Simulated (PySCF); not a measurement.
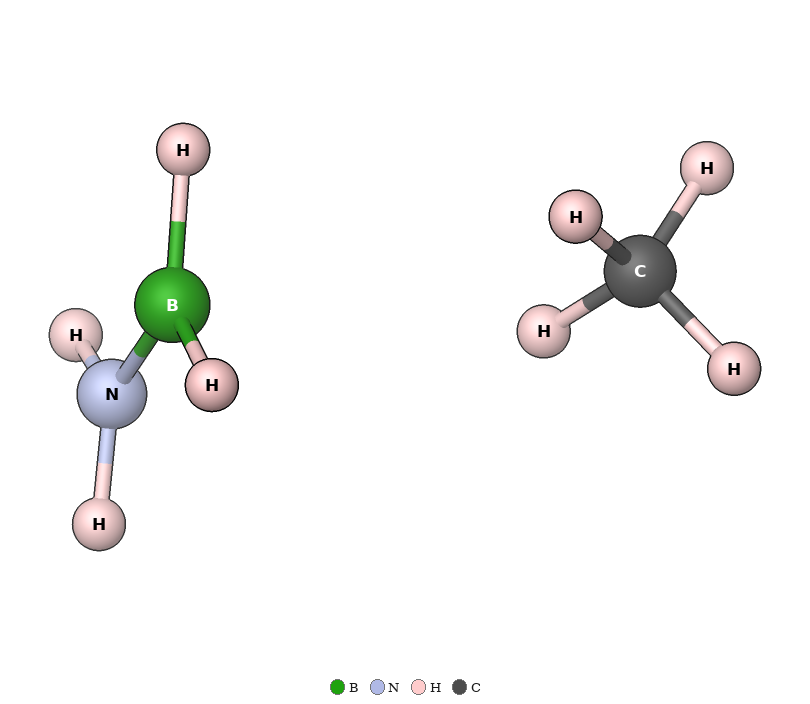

Distant atoms are faded towards the background colour. The computed structure is the end point of a PBE0-D4/def2-TZVP optimisation. No frequency run is at hand to confirm it as a minimum.

Question: List the symmetry elements and name the point group.

Answer: It has 1 mirror plane, so the point group is Cs. The group has 2 operations. The geometry is achiral, and symmetry allows a dipole moment.
